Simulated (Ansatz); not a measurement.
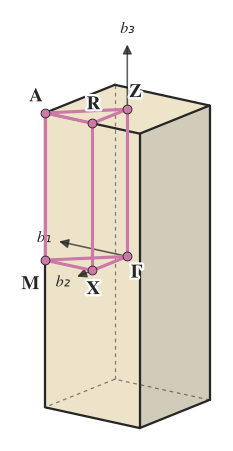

For Si2As, coordinates from a relaxation with DFT PBE, scalar-relativistic, plane waves, PAW in Ansatz 0.2.0; the starting structure was generated, so it need not be a known form of this composition: the figure shows the first Brillouin zone with its special points and a band path. Symmetry computed with spglib at a tolerance of 0.002 Å; standard conventional cell.

Labels and path follow the convention of Hinuma et al. (2017), as computed by seekpath; the arrows show the directions of the reciprocal primitive vectors b₁, b₂, b₃.

Which Bravais lattice has this zone?

A primitive tetragonal lattice (tP; extended symbol tP1). The zone is a parallelepiped in its combinatorial type: 6 faces (6 with 4 edges), 12 edges, 8 vertices.

In which order does the conventional band path visit the special points?

Γ–X–M–Γ–Z–R–A–Z | X–R | M–A
